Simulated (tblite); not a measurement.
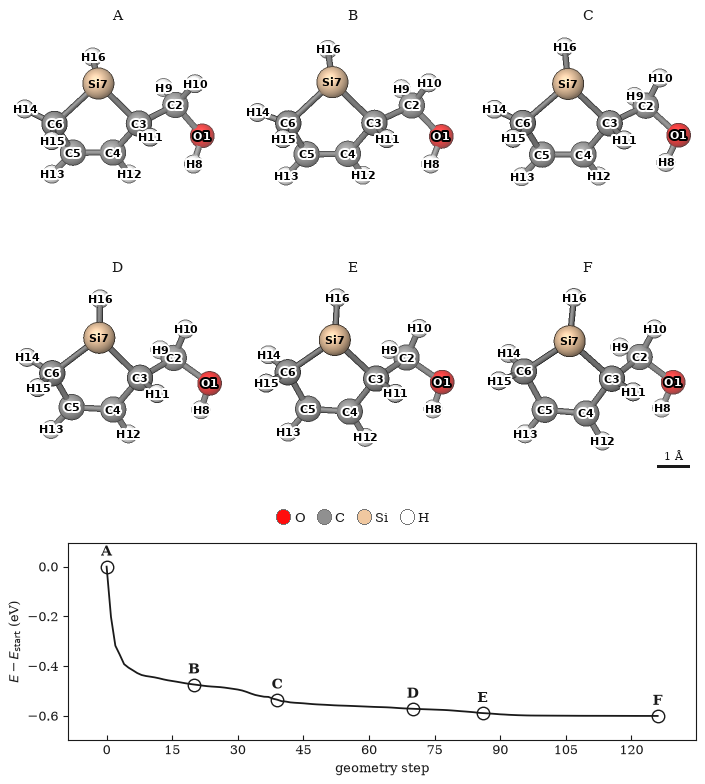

Frames of a relaxation of C5H9OSi (multiplicity 2), marked on the history of the run. A ball-and-stick model, seen at a tilt.

These are results of GFN2-xTB geometry optimisation, gas phase in tblite 0.8.0, not measurements. 

> Describe the path.

After 126 geometry steps the energy has fallen by 0.600 eV. The largest move after the best rigid fit is that of H16, 1.24 Å. By element the largest moves are H 1.24 Å, C 0.44 Å, Si 0.42 Å, O 0.19 Å. Some distances before and after: C4–H12 1.140 → 1.083 Å, C3–Si7 1.864 → 1.918 Å, C3–C4 1.458 → 1.502 Å, C4–C5 1.280 → 1.323 Å. Among the angles between lasting bonds that change: C6–Si7–H16 105.0° → 114.3°, Si7–C3–H11 106.1° → 114.9°, C3–Si7–H16 105.8° → 114.2°. Groups turn about O1–C2 by about 60°. From step 0 to 20: H16 moves most (0.30 Å), energy −0.474 eV. From step 20 to 39: H atoms move most (0.29 Å), energy −0.061 eV. From step 39 to 70: H8 moves most (0.36 Å), energy −0.037 eV. From step 70 to 86: H14 moves most (0.35 Å), energy −0.017 eV. From step 86 to 126: H12 moves most (0.27 Å), energy −0.011 eV.

```csv
step,"E − E(0), eV"
0,0.0000
1,-0.2020
2,-0.3178
3,-0.3538
4,-0.3920
5,-0.4059
6,-0.4167
7,-0.4278
8,-0.4357
9,-0.4397
10,-0.4424
16,-0.4626
22,-0.4785
28,-0.4889
34,-0.5160
41,-0.5425
47,-0.5525
53,-0.5582
59,-0.5623
65,-0.5664
71,-0.5721
77,-0.5761
83,-0.5838
89,-0.5923
95,-0.5977
102,-0.5991
108,-0.5996
114,-0.5998
120,-0.6001
126,-0.6002
```
